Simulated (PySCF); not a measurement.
CH11NSi3, SMILES `CN([SiH3])[SiH2][SiH3]`.

Level of theory: B3LYP/def2-SVP (PySCF), at a geometry from GFN2-xTB. No frequency check shows the geometry to be a minimum.

The calculation's input:

```python
import numpy as np
from pyscf import gto, scf, dft
from pyscf.scf import atom_ks, atom_hf
from scipy.linalg import block_diag

def solve(mol, dm0=None, hcore=None):
    mf = (dft.UKS if mol.spin else dft.RKS)(mol, xc='b3lyp')
    mf.grids.level = 3
    mf = mf.density_fit(auxbasis='def2-universal-jkfit')
    mf.conv_tol, mf.max_cycle = 1e-8, 80
    if hcore is not None:
        mf.get_hcore = lambda *args: hcore
    mf.kernel(dm0)
    if not mf.converged:
        mf = mf.newton().run(mf.mo_coeff, mf.mo_occ, max_cycle=30)
    assert mf.converged, 'SCF not converged'
    return mf

mol = gto.M(atom='''
C      0.94955    -1.68401    -0.39045
N      0.88322    -0.37677     0.22629
Si     2.08897     0.76219    -0.27139
Si    -0.63410     0.01439     0.99461
Si    -2.34690     0.26540    -0.53603
H      1.98757    -1.99149    -0.51579
H      0.44706    -2.42218     0.23557
H      0.47300    -1.69419    -1.37693
H      1.91061     1.15283    -1.67831
H      3.38704     0.09918    -0.11746
H      1.94826     1.91936     0.60269
H     -0.34600     1.21436     1.78465
H     -0.85699    -1.09878     1.93656
H     -3.63942     0.47875     0.12358
H     -2.16357     1.39979    -1.45051
H     -2.53888    -0.90394    -1.40610
''', basis='def2-svp', charge=0, spin=0, verbose=4)
mf = solve(mol)
out = dict(e0=mf.e_tot, dm0=mf.make_rdm1(), c=mf.mo_coeff, occ=mf.mo_occ, eps=mf.mo_energy)
for name, dq, spin in [('cation', 1, 1), ('anion', -1, 1)]:
    ion = mol.copy().set(charge=mol.charge + dq, spin=spin).build()
    mi = solve(ion)
    if spin and dq > 0 and mol.nao < 130:
        c, _, stable, _ = mi.stability(return_status=True)
        if not stable:
            mi = solve(ion, mi.make_rdm1(c, mi.mo_occ))
    print(name, 'vertical energy change / eV', (mi.e_tot - mf.e_tot) * 27.211386)
    out.update({'e_' + name: mi.e_tot, 'dm_' + name: mi.make_rdm1(), 's2_' + name: mi.spin_square()[0], 'eps_' + name: mi.mo_energy, 'occ_' + name: mi.mo_occ})
# spherically averaged free atoms, for the promolecule
atm = atom_ks.get_atm_nrks(mol, xc='b3lyp')
pro = block_diag(*[(atm[a[0]][2] * atm[a[0]][3]) @ atm[a[0]][2].T for a in mol._atom])
np.savez('result.npz', pro=pro, **out)
```

Command:

```sh
OMP_NUM_THREADS=1 python input.py
```

The run took 3.3 min on 1 thread of AMD EPYC (Zen 3), on a shared host, peak memory 0.71 GiB.

Partitions, critical points and surface values were worked out afterwards from this run's density.

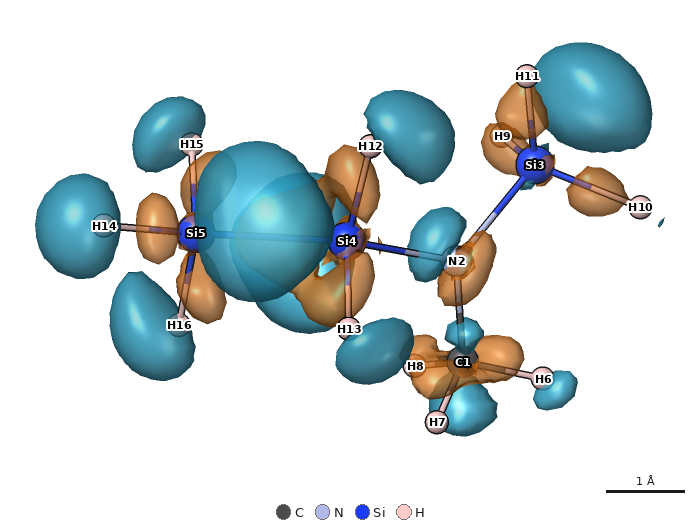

Fukui function f⁺ = ρ(N+1) − ρ(N) at fixed geometry, surfaces at ±0.015 e/Å³ (light blue positive, orange negative).

Question: Which atoms respond most to the addition of an electron?

Answer: f⁺ (Hirshfeld-condensed) is largest on Si4 (0.18), Si5 (0.15) and Si3 (0.14); the vertical electron affinity is −1.45 eV (the stability of the anion's solution wasn't checked; negative, but this basis has no diffuse functions, so it doesn't show that the anion is unbound). Condensed values hint at sites of nucleophilic attack but needn't mark the atom that reacts. Shares this close don't rank the sites. Orbital relaxation makes it negative in places (0.19 e in all).
